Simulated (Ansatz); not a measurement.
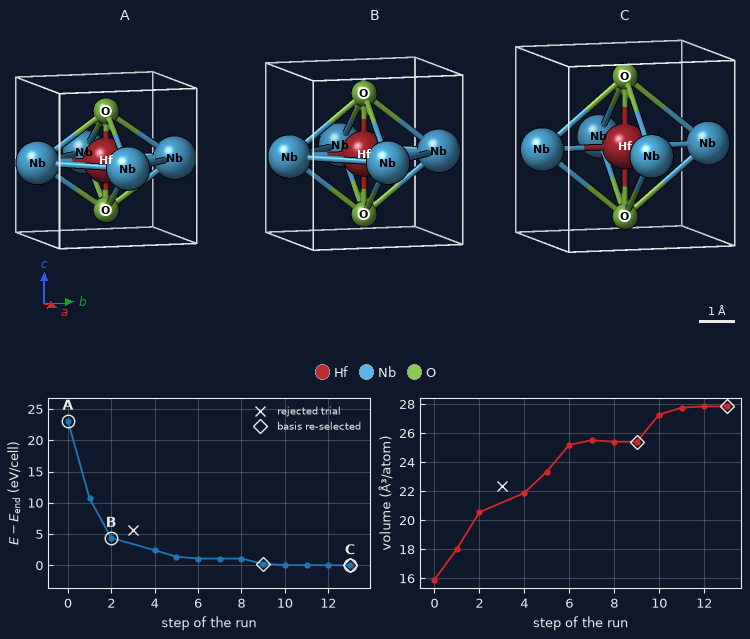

Frames of a relaxation of a crystal of HfNb$_{2}$O$_{2}$ (a generated structure, set up in P4/mmm) (coarse preliminary run), marked on the history of the run. A ball-and-stick model of the cell of the calculation, seen slightly off an axis.

Method: Ansatz, DFT PBE, scalar-relativistic, plane waves, PAW. Settings: plane-wave cutoff 420 eV; k-point mesh 4 × 4 × 4; occupations gaussian; smearing width 0.1 eV; no spin polarisation; cell and atoms relaxed; force threshold 0.04 eV/Å; at most 70 steps.

### Describe the path.

Over 10 accepted moves (13 points after the start) the energy falls by 23.111 eV per cell of the calculation. Largest force component: 34 eV/Å at the start, 0.034 eV/Å at the end. Pressure: 155.34 GPa at the start and 0.23 GPa at the end. The line search rejected the trial step at point 3 of the run. The SCF was repeated twice at an unchanged geometry on a basis and grid sized afresh for the cell, which shifted the energy by 0.848 eV per cell of the calculation at most. The largest moves relative to the cell, 0.33 Å, are those of O atoms. Nb and Hf stay in place. The volume changes by +75.1 %, with a = b 4.185 → 5.064 Å (+21.0 %), c 4.541 → 5.430 Å (+19.6 %). Among the contacts that change: Nb–O 2.542 → 3.260 Å, Nb–Nb 2.959 → 3.581 Å, Hf–O 1.444 → 2.053 Å, Hf–Nb 2.092 → 2.532 Å. The space group stays P4/mmm (No. 123). From step 0 to 2: O atoms move most (0.19 Å), volume +29.3 %, energy −18.726 eV per cell of the calculation. From step 2 to 13: O atoms move most (0.12 Å), volume +35.4 %, energy −4.385 eV per cell of the calculation.

```csv
step,"E − E(0), meV/atom","largest force component, eV/Å","pressure, GPa","volume, Å³/atom",note
0,0.00,33.7366,155.34,15.902,
1,-2483.37,14.8711,81.01,18.024,
2,-3745.13,10.4389,36.40,20.558,
3,-3504.39,38.3719,30.64,22.380,rejected
4,-4137.79,5.7681,22.34,21.884,
5,-4344.26,0.2348,11.41,23.357,
6,-4404.89,0.0032,1.07,25.194,
7,-4403.89,0.0014,-0.47,25.516,
8,-4404.58,0.0058,0.00,25.413,
9,-4574.24,0.3246,6.37,25.413,"same geometry, new basis"
10,-4614.17,0.0915,1.11,27.282,
11,-4616.21,0.0493,0.15,27.757,
12,-4616.37,0.0302,0.07,27.844,
13,-4622.21,0.0343,0.23,27.844,"same geometry, new basis"
```

Limits of the set-up: the k-point mesh is coarse for a cell with partly filled bands; layers or molecules are held without a dispersion correction, so their spacing is unreliable.
